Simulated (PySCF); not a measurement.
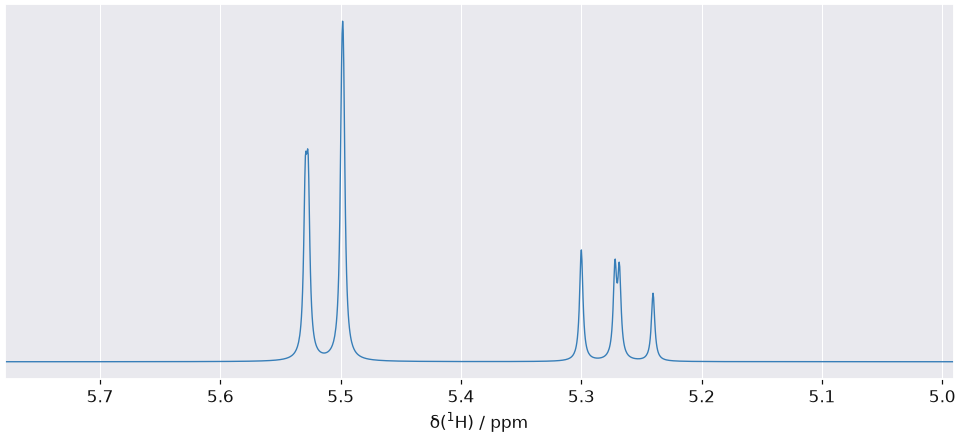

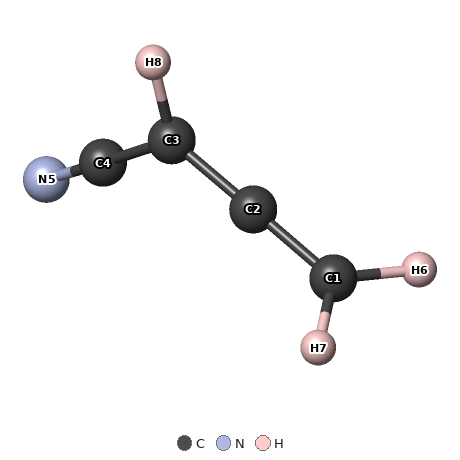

C₄H₃N (cyanoallene), SMILES C=C=CC#N. Simulated ¹H spectrum at 300 MHz, line width 1.0 Hz, from GIAO shifts (PBE0/pcSseg-1, against TMS) and couplings (B3LYP/pcJ-1), PySCF 2.14.0, at a GFN2-xTB geometry (no frequency check). Gas phase, values of one conformer, averaged over methyl-type rotors and exact or near symmetry; couplings among ¹H are treated exactly, other nuclei are left out.

Q: Assign the signals.

A:
```
δ (ppm)  nuclei   atoms
   5.51       2  H6, H7
   5.27       1      H8
```

Q: Give the coupling constants used.

A:
```tsv
pair	J (Hz)
H6–H8, H7–H8	−9.0
```

Not listed: couplings under 0.5 Hz, those between magnetically equivalent nuclei.

Limits of at least one run: the tight-binding geometry is rougher than a DFT one and adds to the error.
